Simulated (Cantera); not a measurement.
Feed: 1 mol SiCl4, 0.49 mol HCl, 15 mol H2, at 22.0 mbar.

These are equilibrium values from Cantera (NASA tables, ideal gas, pure condensed phases), not measurements of a reactor. Candidate condensed phases: Si; 19 gas species. The tables' values for SiCl3 are old estimates; treat these amounts as uncertain. Kinetics and transport are ignored.

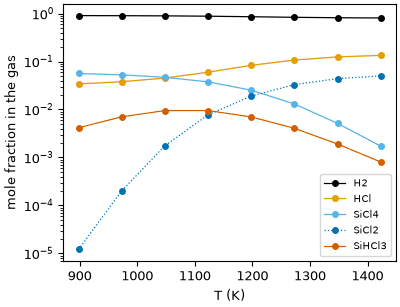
Figure: Equilibrium gas composition (values under 1e-9 drawn at 1e-9)

Read off the mole fractions at 973 K.

H2 about 0.90, SiCl4 about 0.053, HCl about 0.038, SiHCl3 about 0.0070, SiCl2 about 0.00020.
